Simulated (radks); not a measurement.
**Ru⁺ in [Kr] 4d7: an all-electron calculation**

What are the levels of the ruthenium ion Ru+, how large are its shells, and how does its energy divide?

Method: Dirac Kohn-Sham, PBE, spin-unpolarised, spherical densities, point nucleus; open shells are shared between the two j in proportion to 2j + 1. Code: radks (a radial shooting solver on a logarithmic mesh, Libxc functionals) version 1.

## Step 1: The system

* element: ruthenium (Z = 44)
* charge: +1
* electrons: 43
* configuration: [Kr] 4d7

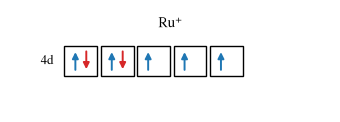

The shells outside the core, filled by Hund's rule for the drawing.

## Step 2: The calculation

Input:

```text
Z 44
configuration [Kr] 4d7
relativity Dirac
functional pbe,pbe
spin unpolarised
j_filling average
nucleus point
c 137.035999084
```

On the command line:

```sh
$ python run_ks.py task.json out
```

The same process makes all the runs of this session.

**Question.** What will this run give?

**Answer**, as computed:

```
                        quantity                   value
                    total energy     -4531.27193 hartree
exchange-correlation share of it                  2.95 %
                            −T/E                  1.0406
          highest occupied level       4d5/2, -12.411 eV
    most extended occupied level  4d5/2, <r> = 1.65 bohr
 radius at density 0.001 e/bohr³               3.83 bohr
    maxima of the radial density                       4
         ionisation energy, NIST     16.8 (semi-emp.) eV
```

What this shows: The radial density shows 4 maxima for 4 occupied principal shells. Relativity lifts −T/E to 1.041. Minus the highest eigenvalue, 12.411 eV, is 74 % of the tabulated ionisation energy (16.8 eV); the potential of a semilocal functional falls off too fast, so its top eigenvalue is too shallow. Spin polarisation and multiplet splitting are left out. Sharing an open shell by 2j + 1 raises it above the true ground level by a part of the spin-orbit splitting, which enters the differences from NIST.
